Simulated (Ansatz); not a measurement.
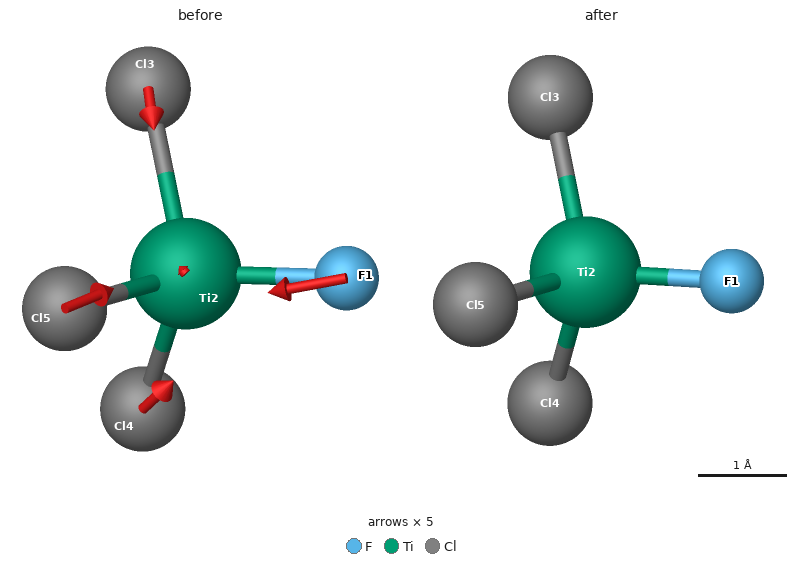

The structure of TiCl3F (coarse preliminary run) before (left) and after (right) a relaxation, at one scale. The red arrows give the displacements, magnified 5 times.

The picture is a ball-and-stick view, seen from a free direction.

The start comes from a force field.

Level of theory: RKS PBE-D4/def2-SVP (Ansatz 0.2.0). Settings: force threshold 0.03 eV/Å; at most 200 steps.

### Describe what moved and what it gained.

After 3 geometry steps the energy has fallen by 0.762 eV. The largest force component goes from 3 to 0.0068 eV/Å. The atom that moves furthest after the best rigid fit is F1 (0.19 Å). By element the largest moves are F 0.19 Å, Cl 0.16 Å, Ti 0.02 Å. Near-neighbour distances that change, for instance: F1–Ti2 1.901 → 1.734 Å, Ti2–Cl5 2.337 → 2.178 Å, Ti2–Cl3 2.310 → 2.178 Å, Ti2–Cl4 2.290 → 2.178 Å. Bond angles that change, for instance: F1–Ti2–Cl4 112.2° → 109.1°. The run took of the order of 17 core-seconds on a shared host.
